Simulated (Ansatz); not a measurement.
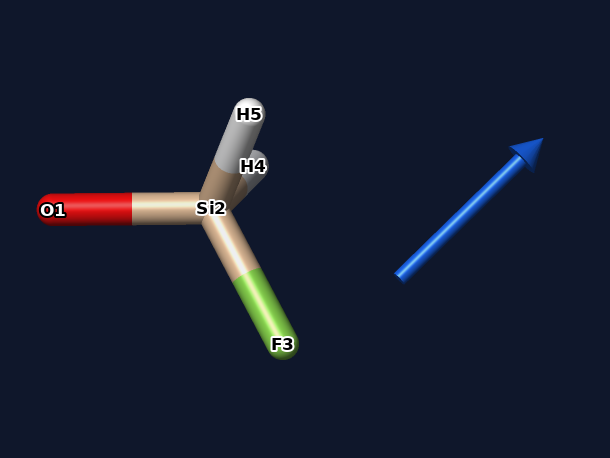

The arrow beside the molecule shows the direction of the dipole moment, from the negative to the positive end (its length means nothing). The species is neutral and a spin doublet. The geometry was computed by an optimisation with PBE-D4/def2-SVP. No frequency run is at hand to confirm it as a minimum. Properties computed with UKS PBE-D4/def2-SVP (Ansatz 0.2.0).

### How large is the dipole moment?

1.71 D; it points from the side of O1 to the side of H4, H5 (the outermost atoms at the two ends).
